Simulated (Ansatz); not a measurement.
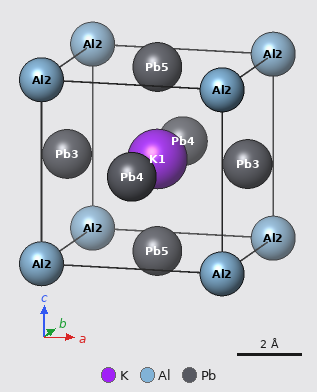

A crystal of KAlPb3 (built on the cubic perovskite type), before the relaxation. A spheres-only model of the cell of the calculation, seen slightly off an axis.

Case: cubic perovskite type (Pm-3m, No. 221).

Computed with DFT PBE, scalar-relativistic, plane waves, PAW in Ansatz.

Input
```yaml
crystal:
  lattice:
    - [5.9463362391, 0.0, 0.0]
    - [0.0, 5.9463362391, 0.0]
    - [0.0, 0.0, 5.9463362391]
  atoms:
    - { symbol: K, position: [0.5, 0.5, 0.5] }
    - { symbol: Al, position: [0.0, 0.0, 0.0] }
    - { symbol: Pb, position: [0.0, 0.5, 0.5] }
    - { symbol: Pb, position: [0.5, 0.0, 0.5] }
    - { symbol: Pb, position: [0.5, 0.5, 0.0] }
basis:
  ecutwfc: 420
kpoints:
  mp_grid: { grid: [6, 6, 6] }
hamiltonian:
  xc: pbe
scf:
  occupations: { method: gaussian, width: 0.1 }
output:
  forces: true
  stress: true
  eigenvalues: true
relax:
  adjacent_minimum: "off"
  f_tol: 0.01
  max_steps: 80
  cell: { stress_tol: 0.05 }
```

Launched with:
```bash
ansatz run input.yaml --threads 1 --pin off --max-ram 2560MiB --backend cpu --events-out ev --progress --plain --runs-dir out
```

**What does the optimiser find from here?**

The atoms keep their places relative to the cell (all moves are under 0.005 Å). The volume changes by +3.0 %, with a = b = c 5.946 → 6.005 Å (+1.0 %). Among the contacts that change: K1–Pb3 2.973 → 3.002 Å. The space group stays Pm-3m (No. 221). The energy falls by 1.8 meV per atom in 2 accepted moves (3 points after the start). All forces vanish by symmetry, so only the cell relaxes. Pressure: 0.45 GPa at the start and 0.01 GPa at the end. At 1 point the geometry stayed and the basis and grid were re-selected for the new cell (energy shift of 0.1 meV per atom at most each time).

Final geometry:

```
K Al Pb
1.0
     6.00461    0.00000    0.00000
     0.00000    6.00461    0.00000
     0.00000    0.00000    6.00461
K Al Pb
1 1 3
Direct
  0.50000 0.50000 0.50000
  0.00000 0.00000 0.00000
  0.00000 0.50000 0.50000
  0.50000 0.00000 0.50000
  0.50000 0.50000 0.00000
```

The end point in the same view:

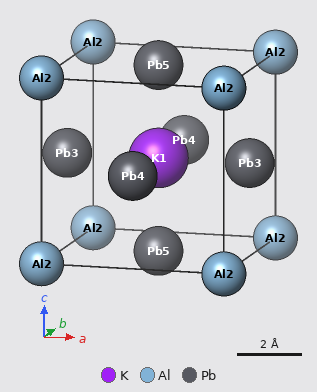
